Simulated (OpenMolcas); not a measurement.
# AlCl3 (aluminium trichloride (monomer)) at APF/cc-pVDZ

Aim: the vertical ionisation energy of AlCl3 (aluminium trichloride (monomer)) at APF/cc-pVDZ, from 2 runs. 

The calculation is run with OpenMolcas 26.06.

## Step 1: The molecule

AlCl3: 4 atoms, total charge 0, spin state singlet. SMILES: `[Cl][Al]([Cl])[Cl]`. Geometry: a GFN2-xTB relaxation, a rough one for these elements and not checked as a minimum.

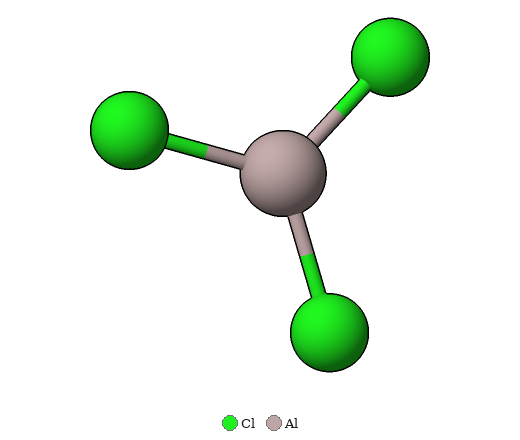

Viewed from a chosen angle; chlorine green, aluminium light grey.

## Step 2: The energy at APF/cc-pVDZ

File job.input:

```
&GATEWAY
  BasLib=$CurrDir
  Coord
  4
  angstrom
  Cl      -1.119420      -0.106450       1.690130
  Al       0.000870       0.000010       0.000110
  Cl       1.690350      -1.111440      -0.170720
  Cl      -0.571800       1.217890      -1.519520
  Basis=cc-pVDZ
  Group=NoSym

&SEWARD

&SCF
  KSDFT=HYB_GGA_XC_APF
  PrOrbitals=0
```

The basis set cc-pVDZ is read from a file made from the Basis Set Exchange's data (not shown).

Launch:

```bash
$ export MOLCAS_MEM=1860
$ pymolcas job.input > job.log
```

Log, shortened:

```text
--- Start Module: gateway ---
[...]
--- Stop Module: gateway /rc=_RC_ALL_IS_WELL_ ---
--- Start Module: seward ---
[...]
      Basis functions           72
--- Stop Module: seward /rc=_RC_ALL_IS_WELL_ ---
[...]
--- Start Module: scf ---
[...]
       Convergence after   9 Iterations
[...]
::    Total KS-DFT energy                           -1622.8473067301
[...]
      Total spin, S                                     0.0000000000
[...]
      Total electronic charge=   64.000000
      Total            charge=   -0.000000
[...]
      Dipole Moment (debye):
      Origin of the operator (angstrom)=   -0.0001    0.0000   -0.0000
                   X=  7.4455E-03               Y= -1.0942E-03               Z= -7.9115E-04           Total=  7.5670E-03
      Quadrupole Moment (debye*angstrom):
[...]
--- Stop Module: scf /rc=_RC_ALL_IS_WELL_ ---
[...]
```

Wall time 5.4 s (1 thread of Arm Neoverse V1, shared host); peak memory 0.42 GiB.

## Step 3: The doublet cation, same level

File job.inp:

```
* AlCl3 Kohn-Sham DFT
&GATEWAY
BASLIB
$CurrDir
COORD
4
angstrom
Cl      -1.119420      -0.106450       1.690130
Al       0.000870       0.000010       0.000110
Cl       1.690350      -1.111440      -0.170720
Cl      -0.571800       1.217890      -1.519520
BASIS
cc-pVDZ
GROUP
NoSym
&SEWARD
&SCF
UHF
CHARGE
1
SPIN
2
KSDFT
HYB_GGA_XC_APF
PRORBITALS
0
```

The basis set cc-pVDZ is read from a file made from the Basis Set Exchange's data (not shown).

Launch:

```bash
$ export MOLCAS_MEM=1860
$ pymolcas job.inp > job.log
```

Log, shortened:

```text
--- Start Module: gateway ---
[...]
--- Stop Module: gateway /rc=_RC_ALL_IS_WELL_ ---
--- Start Module: seward ---
[...]
      Basis functions           72
--- Stop Module: seward /rc=_RC_ALL_IS_WELL_ ---
[...]
--- Start Module: scf ---
[...]
       Convergence after  21 Iterations
[...]
::    Total KS-DFT energy                           -1622.4277185083
[...]
      Total spin, S                                     0.5024567950
[...]
      Total electronic charge=   63.000000
      Total            charge=    1.000000
[...]
      Dipole Moment (debye):
      Origin of the operator (angstrom)=   -0.0001    0.0000   -0.0000
                   X= -1.7817E-03               Y=  3.6152E-03               Z=  2.2451E-03           Total=  4.6135E-03
      Center of Charge (angstrom)
[...]
--- Stop Module: scf /rc=_RC_ALL_IS_WELL_ ---
[...]
```

It took 12 s on 1 thread of Arm Neoverse V1, shared host; peak memory 0.42 GiB.

## Step 4: Results

At APF/cc-pVDZ:

| quantity | value |
| --- | --- |
| singlet AlCl3: total energy | -1622.84731 Eh |
| singlet AlCl3: dipole moment | 0.01 D |
| singlet AlCl3: HOMO energy | -9.22 eV |
| singlet AlCl3: LUMO energy | -1.02 eV |
| singlet AlCl3: HOMO–LUMO gap | 8.20 eV |
| doublet cation: total energy | -1622.42772 Eh |
| doublet cation: HOMO energy (highest over α and β) | -15.38 eV |
| doublet cation: LUMO energy (lowest over α and β) | -13.61 eV |
| doublet cation: ⟨S²⟩ | 0.755 |
| vertical ionisation energy (to the doublet cation) | 11.418 eV |

**Reading.** Removing an electron at fixed nuclei costs 11.42 eV (1102 kJ/mol). The negative HOMO energy of the first species, 9.22 eV, lies 2.20 eV below that difference. Mulliken charges (doublet cation) run from +0.17 on Cl3 to +0.50 on Al2.
